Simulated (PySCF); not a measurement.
Consider C$_{5}$H$_{8}$FNSi$_{2}$.

Input file:

```
{"job": {"kind": "nmr", "xc": "PBE0", "basis": "pcSseg-1"}, "charge": 0, "multiplicity": 1}
C     -1.307093     3.163436    -0.150523
C     -0.933355     2.174636     0.419622
Si    -0.368355     0.639259     1.279062
F     -0.116975     0.990524     2.839185
C      1.220220     0.039127     0.565087
C      2.257362    -0.364213     0.103560
C      3.505965    -0.840409    -0.444185
N     -1.612616    -0.554711     1.306846
Si    -2.496296    -1.228539    -0.020041
H     -1.633667     4.033758    -0.643229
H      3.352092    -1.210485    -1.457630
H      3.898823    -1.648228     0.172932
H      4.232715    -0.028653    -0.468905
H     -1.818207    -0.925801     2.219545
H     -3.230174    -0.159484    -0.701286
H     -3.396114    -2.213853     0.579304
H     -1.561324    -1.854335    -0.959794
```

Launched as:

```sh
OMP_NUM_THREADS=1 python probes_run.py task.json out
```

Geometry: GFN2-xTB.

Level of theory: PBE0/pcSseg-1, SCF density, gas phase, non-relativistic in PySCF.

### Predict the electron density and electron localisation function between the atoms.

C–C (1.20 Å): the density is about 2.8 e/Å³ at the midpoint; the ELF peaks at about 0.85 between the atoms: a short, multiple covalent bond.
C–Si (1.84 Å): ρ is about 0.96 e/Å³ halfway; the ELF peaks at about 0.95 between the atoms (a shared electron pair).
C–H (1.05 Å): the density is about 2.1 e/Å³ at the midpoint; the ELF climbs to about 1 towards the hydrogen, as it does in any bond to H: a covalent bond by its length.

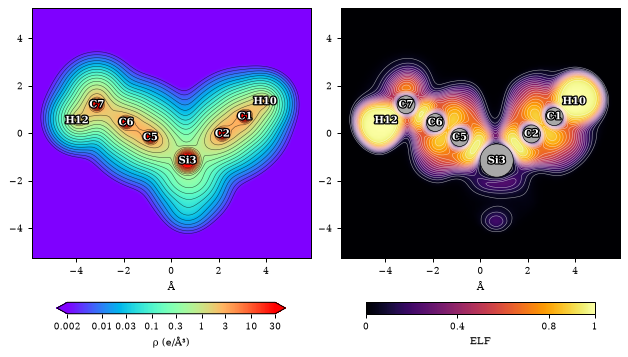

Computed electron density and electron localisation function on the plane of atoms C2, Si3 and C5, in this order. Grey discs cover the atomic cores in the ELF map. 
